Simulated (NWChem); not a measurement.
# triplet CHFO: levels of theory compared

We compute a comparison of 4 runs (UHF/STO-3G, UHF/3-21G, UB3LYP/6-31G*) of triplet CHFO. 

The results are computed with NWChem 7.3.0.

## 1. The structure to begin with

CHFO has 4 atoms, charge 0, and is taken as a triplet. As SMILES of the parent species, `O=CF`. The coordinates come from a PBE0-D4/def2-TZVP relaxation. That shape belongs to the parent species and isn't relaxed for this state.

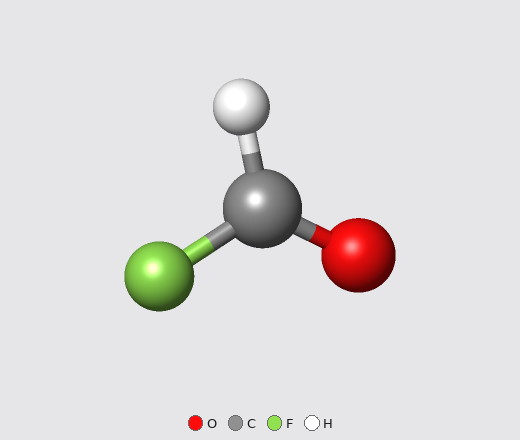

Viewed from a chosen angle; oxygen red, carbon grey, fluorine green, hydrogen white.

## 2. The energy at UHF/STO-3G (run 1)

Input file run.nw:

```
start run
memory total 2200 mb

geometry units angstroms noautosym nocenter noautoz
  O     -0.889340     0.201180     0.827740
  C     -0.046400     0.067520     0.021620
  F      0.585200    -1.091810    -0.181820
  H      0.350540     0.823120    -0.667550
end

basis spherical bse
  * library STO-3G
end

scf
  nopen 2
  uhf
  thresh 1e-08
  maxiter 80
end

task scf energy
```

Run with:

```
$ nwchem run.nw > run.out
```

Log:

```text
[...]
  functions       =    16
[...]
  wavefunction    = UHF
[...]
         Total SCF energy =   -209.697466344487
      One electron energy =   -425.986272696542
      Two electron energy =    148.623297669655
 Nuclear repulsion energy =     67.665508682400
                       Sz =      1.0000
                 Sz(Sz+1) =      2.0000
                      S^2 =      2.0047
[...]
```

It took 0.91 s on 1 thread of Intel Xeon 6975P-C (Granite Rapids), shared host; peak memory 0.094 GiB.

## 3. A single-point energy at UHF/3-21G (run 2)

Input file mol.nw:

```
start mol
memory total 2200 mb

geometry units angstrom noautosym nocenter noautoz
 O    -0.889340    0.201180    0.827740
 C    -0.046400    0.067520    0.021620
 F     0.585200   -1.091810   -0.181820
 H     0.350540    0.823120   -0.667550
end

basis spherical bse
 * library 3-21G
end

scf
 triplet
 uhf
 thresh 1e-08
 maxiter 80
end

task scf
```

Run with:

```
$ nwchem mol.nw > mol.out
```

Log:

```text
[...]
  functions       =    29
[...]
  wavefunction    = UHF
[...]
         Total SCF energy =   -211.413840639395
      One electron energy =   -426.358232499612
      Two electron energy =    147.278883177817
 Nuclear repulsion energy =     67.665508682400
                       Sz =      1.0000
                 Sz(Sz+1) =      2.0000
                      S^2 =      2.0103
[...]
```

Wall time 0.99 s (1 thread of Intel Xeon 6975P-C (Granite Rapids), shared host); peak memory 0.097 GiB.

Run 3 isn't shown in full; the table further down has it.

## 4. The energy at UB3LYP/6-31G(d) (spherical functions) (run 4)

Input file chfo.nw:

```
START chfo
TITLE "CHFO B3LYP"
memory stack 880 mb heap 220 mb global 1100 mb

GEOMETRY units bohr noautosym nocenter noautoz
  O   -1.68060903   0.38017510   1.56420190
  C   -0.08768329   0.12759431   0.04085588
  F    1.10586773  -2.06322188  -0.34359000
  H    0.66242460   1.55547137  -1.26148667
END

BASIS spherical bse
  O library 6-31G*
  C library 6-31G*
  F library 6-31G*
  H library 6-31G*
END

DFT
  xc b3lyp
  mult 3
  grid xfine
  convergence energy 1e-08
  maxiter 100
  mulliken
  noprint "final vectors analysis"
END

TASK dft energy
```

Run with:

```
$ nwchem chfo.nw > chfo.out
```

Log:

```text
[...]
          Wavefunction type:  spin polarized.
          No. of atoms     :     4
          No. of electrons :    24
[...]
          Charge           :     0
          Spin multiplicity:     3
[...]
          AO basis - number of functions:    44
[...]
              XC Information
              --------------
                         B3LYP Method XC Potential
                     Hartree-Fock (Exact) Exchange  0.200
                        Slater Exchange Functional  0.800 local
                    Becke 1988 Exchange Functional  0.720 non-local
              Lee-Yang-Parr Correlation Functional  0.810
                  VWN I RPA Correlation Functional  0.190 local
[...]
 d= 0,ls=0.0,diis     1   -213.4791725573 -2.81D+02  1.07D-02  1.47D-01     0.8
[...]
 d= 0,ls=0.0,diis    12   -213.5569012938 -8.77D-09  5.81D-07  2.14D-09     9.0
[...]
         Total DFT energy =     -213.556901293837
      One electron energy =     -428.250568218885
           Coulomb energy =      171.915636327855
    Exchange-Corr. energy =      -24.887473246981
 Nuclear repulsion energy =       67.665503844174
[...]
      Total Density - Mulliken Population Analysis
     ---------------------------------------------
    Atom       Charge   Shell Charges
 -----------   ------   -------------------------------------------------------
    1 O    8     8.11   2.00  0.95  2.83  0.91  1.39  0.03
    2 C    6     5.83   2.00  0.65  2.10  0.32  0.65  0.10
    3 F    9     9.25   2.00  0.94  3.31  1.02  1.98  0.02
    4 H    1     0.81   0.50  0.31
[...]
      <S2> =      2.0046 (Exact =     2.0000)
[...]
```

Run time: 9.9 s. Hardware: 1 thread of Intel Xeon 6975P-C (Granite Rapids), shared host; peak memory 0.12 GiB.

## 5. Overview of the runs

```tsv
run	level	Cartesian functions	iteration cap	energy (Eh)	dipole moment (D)	⟨S²⟩	wall time
1	UHF/STO-3G	no	80	-209.697466	0.87	2.005	0.91 s
2	UHF/3-21G	no	80	-211.413841	1.57	2.010	0.99 s
3	UB3LYP/6-31G* (Cartesian functions)	yes	100	-213.560040	–	2.005	11 s
4	UB3LYP/6-31G* (spherical functions)	no	100	-213.556901	1.20	2.005	9.9 s
```

## 6. Summary of results

```
            quantity          value
 run 4: total energy  -213.55690 Eh
run 4: dipole moment         1.20 D
         run 4: ⟨S²⟩          2.005
```

What this shows: Over runs 1, 2, 4 the dipole moment (its size) runs from 0.87 D (UHF/STO-3G) to 1.57 D (UHF/3-21G). In run 1 the basis is minimal, so the values are rough. All runs together took 23 s, the longest 11 s.
